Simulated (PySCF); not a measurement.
C$_{4}$H$_{6}$F$_{2}$Si (SMILES C=C[Si](F)(F)C=C)

Input

```
{"job": {"kind": "uv", "xc": "CAM-B3LYP", "basis": "def2-SVPD", "ip": true, "nstates": 10}, "charge": 0, "multiplicity": 1}
Si    -0.467404     0.423818    -0.472489
C     -0.724777     0.667028     1.338627
C     -1.442037    -0.189848     2.075675
H     -0.265782     1.532126     1.834665
H     -1.921077    -1.067605     1.628504
H     -1.585295    -0.052222     3.153102
C      1.288013     0.261903    -1.017731
C      1.731459    -0.828921    -1.654315
H      1.995130     1.074758    -0.807695
H      1.064265    -1.666024    -1.886411
H      2.774361    -0.933052    -1.973556
F     -1.160177     1.647193    -1.278005
F     -1.256060    -0.921254    -0.918180
```

Launched as:

```sh
OMP_NUM_THREADS=1 python probes_run.py task.json out
```

Geometry: PBE0-D3(BJ)/def2-SVP.

Level of theory: CAM-B3LYP/def2-SVPD, SCF density, gas phase in PySCF.

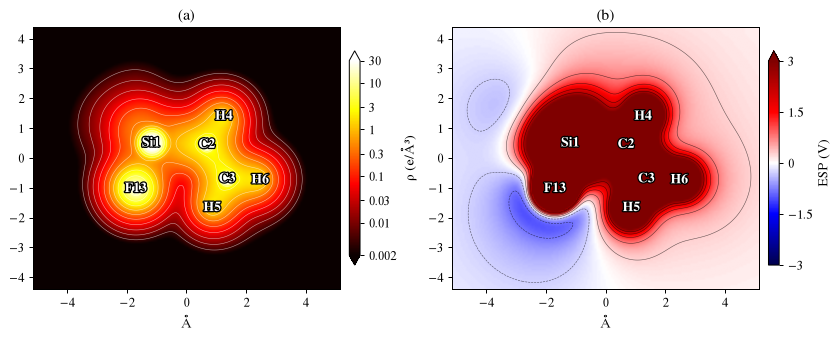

Figure 1. (a) total electron density; (b) electrostatic potential on the plane of atoms C2, C3 and H5.

> Interpret the plot.

Atoms in the plane: Si, C, H and F.
C–C (1.34 Å): ρ at the midpoint is about 2.3 e/Å³.
Si–F (1.62 Å): ρ at the midpoint is about 1 e/Å³.
C–Si (1.85 Å): the density is about 1 e/Å³ at the midpoint.
C–H (1.10 Å): the density is about 1.9 e/Å³ at the midpoint.
Outside the dense part of the molecule the potential is most negative (−1.0 V) near F13.

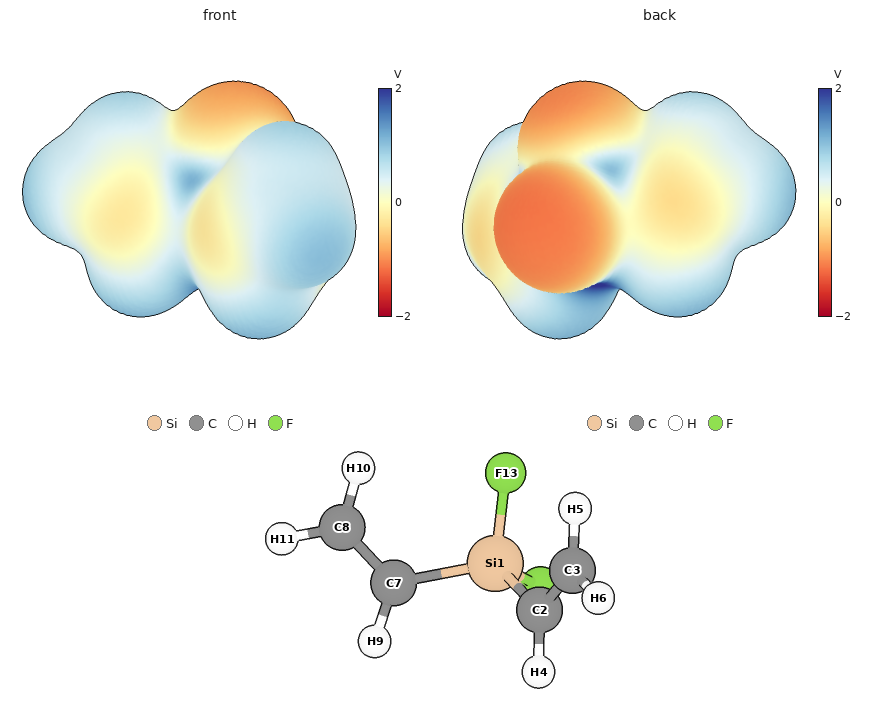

Figure 2. The electrostatic potential painted on the density surface at 0.002 e/bohr³, seen from the front and from behind; red is negative and blue positive. The bare structure is drawn below in the same view.

> Which sites attract a positive test charge, and which a negative one?

A positive charge is drawn to the negative regions and a negative charge to the positive ones. The most negative region (about −1.1 V) lies over F12, the most positive (about +1.9 V) over Si1.

> What dipole moment does the calculation give?

Its dipole moment is 2.60 D.
